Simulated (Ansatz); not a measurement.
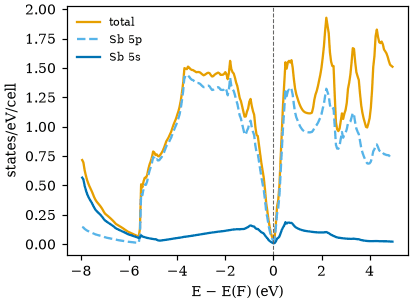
*Total and projected density of states of Sb (A7 (α-As type), R-3m), PBEsol in the plane-wave PAW code Ansatz*

Question: Which orbitals carry the states next to the Fermi level?

Answer: Within 0.5 eV of the Fermi level: Sb 5p 83 %, Sb 5s 14 %. Projections are on Löwdin-orthogonalised atomic valence shells; empty p or d shells of many metals are not among them.

Question: Where is the tallest occupied peak in this window, and what makes it?

Answer: Near -1.8 eV, about 1.6 states/eV per cell; the largest projected share is Sb 5p.

The cell was relaxed with PBEsol under the symmetry of its start. Scalar-relativistic: spin–orbit coupling is off unless named, which matters more the heavier the elements.

Potentials: the later of the program's two PAW sets.
